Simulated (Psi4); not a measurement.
# C2H3Cl2F (1,1-dichloro-1-fluoroethane): wB97X-V/6-31G(d) (spherical functions)

Aim: the vertical ionisation energy of C2H3Cl2F (1,1-dichloro-1-fluoroethane) at wB97X-V/6-31G* (spherical functions), from 2 runs. 

The results are computed with Psi4 1.11.

1 further run of the same task is left out (set aside as unsound or not needed).

### 1 The system as given

C2H3Cl2F has 8 atoms, charge 0, and is taken as a singlet. SMILES: `CC(F)(Cl)Cl`. The coordinates come from a PBE0-D4/def2-TZVP relaxation.

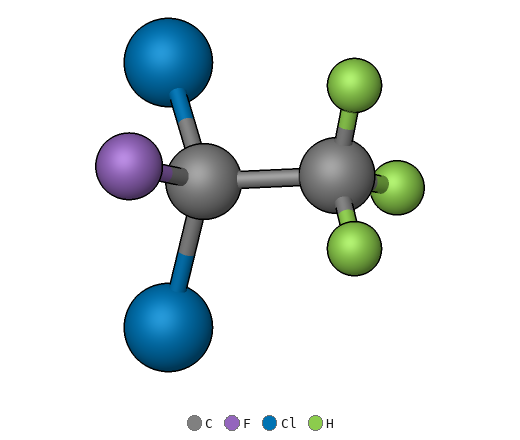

Viewed from a chosen angle; carbon grey, fluorine purple, chlorine blue, hydrogen green.

### 2 The energy at wB97X-V/6-31G(d) (spherical functions)

c2h3cl2f.py

```python
import psi4

psi4.set_memory('1600 MB')
psi4.set_num_threads(1)
psi4.set_output_file('run.log', False)

m = psi4.geometry("""
0 1
C     -0.25227844    -0.95601245     1.22132999
C      0.37681139     0.73944983    -0.96621697
F      2.87918672     1.21547184    -1.01553882
Cl    -0.43917235    -0.70430093    -3.88508794
Cl    -1.21150342     3.68534389    -0.70486784
H      0.30878125    -0.02229877     2.97064947
H      0.78404737    -2.72498507     1.01270423
H     -2.27163977    -1.34038274     1.26158116
units au
symmetry c1
no_reorient
no_com
""")

psi4.set_options({
    'basis': '6-31G*',
    'reference': 'rks',
    'puream': True,
    'e_convergence': 1e-09,
    'd_convergence': 1e-08,
    'scf_type': 'pk',
    'dft_radial_points': 99,
    'dft_spherical_points': 590,
})

energy_value = psi4.energy("WB97X-V")
print(f'total energy {energy_value:.8f} hartree = {energy_value * 27.211386:.5f} eV')
for k, v in sorted(psi4.core.scalar_variables().items()):
    print(f'{k:45s} {v:18.10f}')
```

Run with:

```console
python c2h3cl2f.py
```

run.log:

```text
[...]
  Running in c1 symmetry.
[...]
  Nuclear repulsion =  300.005224920143007
[...]
  Multiplicity = 1
[...]
  Nalpha       = 29
  Nbeta        = 29
[...]
    Number of basis functions: 84
[...]
   @RKS iter   1: -1097.90928345395787   -1.84752e-01   5.81927e-03 ADIIS/DIIS
[...]
   @RKS iter  12: -1098.02331502297693   -4.54747e-13   3.33404e-09 DIIS
[...]
    Orbital Energies [Eh]
    ---------------------
    Doubly Occupied:
       1A   -101.526814     2A   -101.526795     3A    -24.801852
       4A    -10.491334     5A    -10.304279     6A     -9.571606
       7A     -9.571559     8A     -7.328001     9A     -7.327984
      10A     -7.317113    11A     -7.317104    12A     -7.316951
      13A     -7.316946    14A     -1.381792    15A     -1.047904
      16A     -0.968294    17A     -0.898891    18A     -0.752921
      19A     -0.648214    20A     -0.639697    21A     -0.626947
      22A     -0.548547    23A     -0.538795    24A     -0.504635
      25A     -0.488204    26A     -0.452086    27A     -0.433145
      28A     -0.429069    29A     -0.413932
[...]
  @RKS Final Energy: -1098.02331502297693
   => Energetics <=
    Nuclear Repulsion Energy =            300.0052249201430072
    One-Electron Energy =               -2111.4104367097334034
    Two-Electron Energy =                 771.6549172932520833
    DFT Exchange-Correlation Energy =     -58.5067230363652797
    Empirical Dispersion Energy =           0.0000000000000000
    VV10 Nonlocal Energy =                  0.2337025097264956
    Total Energy =                      -1098.0233150229769308
[...]
 Multipole Moments:
 ------------------------------------------------------------------------------------
     Multipole            Electronic (a.u.)      Nuclear  (a.u.)        Total (a.u.)
 ------------------------------------------------------------------------------------
 L = 1.  Multiply by 2.5417464519 to convert [e a0] to [Debye]
 Dipole X            :          2.4368488           -2.5804211           -0.1435723
 Dipole Y            :        -56.7205576           56.2299346           -0.4906230
 Dipole Z            :         81.0359567          -80.3934847            0.6424720
 Magnitude           :                                                    0.8210324
[...]
```

On the terminal:

```text
total energy -1098.02331502 hartree = -29878.73626 eV
CURRENT ENERGY                                  -1098.0233150230
CURRENT REFERENCE ENERGY                        -1098.0233150230
DD SOLVATION ENERGY                                 0.0000000000
DFT FUNCTIONAL TOTAL ENERGY                     -1098.0233150230
DFT TOTAL ENERGY                                -1098.0233150230
DFT VV10 ENERGY                                     0.2337025097
DFT XC ENERGY                                     -58.5067230364
GRID ELECTRONS ALPHA                               29.0000014775
GRID ELECTRONS BETA                                29.0000014775
GRID ELECTRONS TOTAL                               58.0000029550
NUCLEAR REPULSION ENERGY                          300.0052249201
ONE-ELECTRON ENERGY                             -2111.4104367097
PCM POLARIZATION ENERGY                             0.0000000000
PE ENERGY                                           0.0000000000
SCF ITERATION ENERGY                            -1098.0233150230
SCF ITERATIONS                                     12.0000000000
SCF TOTAL ENERGY                                -1098.0233150230
TWO-ELECTRON ENERGY                               771.6549172933
XC GRID RADIAL POINTS                              99.0000000000
XC GRID SPHERICAL POINTS                          590.0000000000
XC GRID TOTAL POINTS                           433415.0000000000
```

Run time: 1.9 min. Hardware: 1 thread of Intel Xeon at 2.70GHz, shared host; peak memory 0.83 GiB.

### 3 The doublet cation, same level

c2h3cl2f.json

```json
{
 "schema_name": "qcschema_input",
 "schema_version": 1,
 "molecule": {
  "schema_name": "qcschema_molecule",
  "schema_version": 2,
  "symbols": ["C", "C", "F", "Cl", "Cl", "H", "H", "H"],
  "geometry": [-0.25227844, -0.95601245, 1.22132999, 0.37681139, 0.73944983, -0.96621697, 2.87918672, 1.21547184, -1.01553882, -0.43917235, -0.70430093, -3.88508794, -1.21150342, 3.68534389, -0.70486784, 0.30878125, -0.02229877, 2.97064947, 0.78404737, -2.72498507, 1.01270423, -2.27163977, -1.34038274, 1.26158116],
  "molecular_charge": 1,
  "molecular_multiplicity": 2,
  "fix_symmetry": "c1"
 },
 "driver": "energy",
 "model": {
  "method": "wb97x-v",
  "basis": "6-31G*"
 },
 "keywords": {
  "reference": "uks",
  "puream": true,
  "e_convergence": 1e-09,
  "d_convergence": 1e-08,
  "scf_type": "pk",
  "dft_radial_points": 99,
  "dft_spherical_points": 590,
  "maxiter": 100
 }
}
```

Run with:

```console
psi4 --qcschema c2h3cl2f.json -n 1 --memory 1600MB
```

stdout:

```text
[...]
  Running in c1 symmetry.
[...]
  Nuclear repulsion =  300.005224920143007
[...]
  Multiplicity = 2
[...]
  Nalpha       = 29
  Nbeta        = 28
[...]
    Number of basis functions: 84
[...]
   @UKS iter   1: -1097.46739609858560    2.57135e-01   6.21097e-03 DIIS/ADIIS
[...]
   @UKS iter  19: -1097.59920317818796   -7.73070e-12   9.36447e-09 DIIS
[...]
   @S^2 Observed:                7.574960420E-01
[...]
    Orbital Energies [Eh]
    ---------------------
    Alpha Occupied:
       1A   -101.829789     2A   -101.829766     3A    -25.018069
       4A    -10.726622     5A    -10.493558     6A     -9.870876
       7A     -9.870829     8A     -7.628585     9A     -7.628555
      10A     -7.622164    11A     -7.622147    12A     -7.612882
      13A     -7.612868    14A     -1.597080    15A     -1.317959
      16A     -1.252685    17A     -1.113808    18A     -0.979000
      19A     -0.884928    20A     -0.878317    21A     -0.836270
      22A     -0.765847    23A     -0.755431    24A     -0.734864
      25A     -0.724912    26A     -0.704227    27A     -0.696944
      28A     -0.688346    29A     -0.683457
    Alpha Virtual:
[...]
  @UKS Final Energy: -1097.59920317818796
   => Energetics <=
    Nuclear Repulsion Energy =            300.0052249201430072
    One-Electron Energy =               -2096.6358250814314488
    Two-Electron Energy =                 757.1069053816728456
    DFT Exchange-Correlation Energy =     -58.3067294093096180
    Empirical Dispersion Energy =           0.0000000000000000
    VV10 Nonlocal Energy =                  0.2312210107370884
    Total Energy =                      -1097.5992031781881906
[...]
 Multipole Moments:
 ------------------------------------------------------------------------------------
     Multipole            Electronic (a.u.)      Nuclear  (a.u.)        Total (a.u.)
 ------------------------------------------------------------------------------------
 L = 1.  Multiply by 2.5417464519 to convert [e a0] to [Debye]
 Dipole X            :          0.5605354           -1.2219839           -0.6614485
 Dipole Y            :          3.7468593           -4.0997213           -0.3528620
 Dipole Z            :         -5.0360367            5.3622794            0.3262427
 Magnitude           :                                                    0.8175941
[...]
```

The result, in JSON:

```text
{
 "driver": "energy",
 "model": {
  "method": "wb97x-v",
  "basis": "6-31G*"
 },
 "success": true,
 "return_result": -1097.599203178188,
 "properties": {
  "calcinfo_nbasis": 84,
  "calcinfo_nmo": 84,
  "calcinfo_nalpha": 29,
  "calcinfo_nbeta": 28,
  "calcinfo_natom": 8,
  "nuclear_repulsion_energy": 300.005224920143,
  "return_energy": -1097.599203178188,
  "scf_one_electron_energy": -2096.6358250814314,
  "scf_two_electron_energy": 757.1069053816728,
  "scf_vv10_energy": 0.23122101073708842,
  "scf_xc_energy": -58.30672940930962,
  "scf_dipole_moment": [-0.6614485413148945, -0.35286199891101777, 0.3262426838870969],
  "scf_total_energy": -1097.599203178188,
  "scf_iterations": 19
 }
}
```

Run time: 3.2 min. Hardware: 1 thread of Intel Xeon at 2.70GHz, shared host; peak memory 0.83 GiB.

### 4 Results

At wB97X-V/6-31G* (spherical functions):

| quantity | value |
| --- | --- |
| singlet C2H3Cl2F: total energy | -1098.02332 Eh |
| singlet C2H3Cl2F: dipole moment | 2.09 D |
| singlet C2H3Cl2F: HOMO energy | -11.26 eV |
| singlet C2H3Cl2F: LUMO energy | 2.28 eV |
| singlet C2H3Cl2F: HOMO–LUMO gap | 13.55 eV |
| doublet cation: total energy | -1097.59920 Eh |
| doublet cation: HOMO energy (highest over α and β) | -17.86 eV |
| doublet cation: LUMO energy (lowest over α and β) | -11.81 eV |
| doublet cation: ⟨S²⟩ | 0.757 |
| vertical ionisation energy (to the doublet cation) | 11.541 eV |

**Reading.** The vertical ionisation energy comes to 11.54 eV (266 kcal/mol). −ε(HOMO) before ionisation, 11.26 eV, is 0.28 eV below this ionisation energy.
